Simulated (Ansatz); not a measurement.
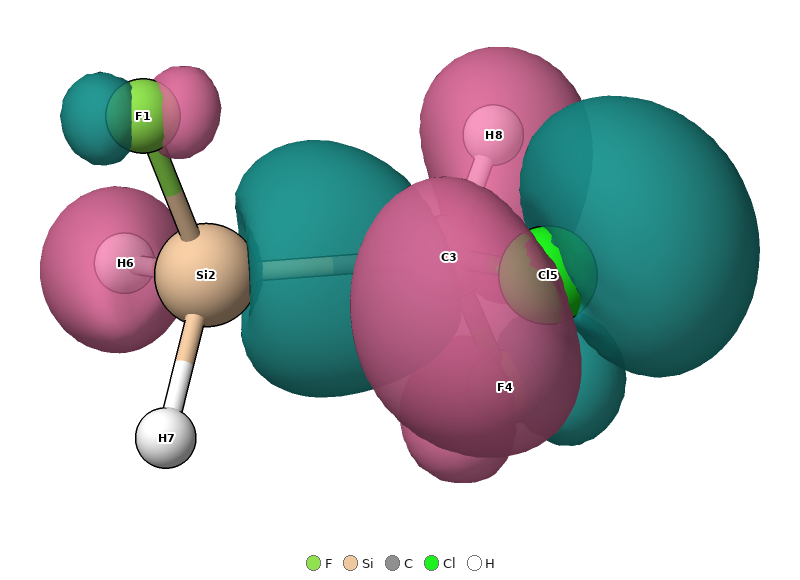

CH$_{3}$ClF$_{2}$Si. One frontier orbital at ±0.1 Å⁻³ᐟ² (teal and pink are the two phases), seen from one side.

Geometry: PBE0-D4/def2-TZVP.

Theory: RKS PBE0-D4/def2-TZVPP (Ansatz).

The calculation's input:

```
crystal:
  periodic: [false, false, false]
  atoms:
    - {symbol: F, position_ang: [-1.413013, 1.498220, -0.133683]}
    - {symbol: Si, position_ang: [-0.077483, 0.838519, 0.434921]}
    - {symbol: C, position_ang: [0.067019, -0.905334, -0.306749]}
    - {symbol: F, position_ang: [1.171850, -1.520584, 0.225915]}
    - {symbol: Cl, position_ang: [0.244288, -0.783820, -2.069109]}
    - {symbol: H, position_ang: [-0.198028, 0.731280, 1.907079]}
    - {symbol: H, position_ang: [1.094545, 1.634286, 0.016685]}
    - {symbol: H, position_ang: [-0.796979, -1.549666, -0.130758]}
basis:
  gaussian: {orbitals: def2-TZVPP}
hamiltonian: {xc: pbe0, dispersion: d4}
output: {orbitals: {seedname: orbitals}}
```

Command:

```sh
ansatz run in.yaml --threads 4 --pin off --events-out ev --progress --plain --max-ram 10444MiB
```

### Which orbital is it: HOMO or LUMO?

The HOMO, at −8.49 eV. By Hirshfeld shares it lies mainly on Cl5 (about 55 %), C3 (about 15 %), Si2 (about 10 %) and F4 (about 10 %).
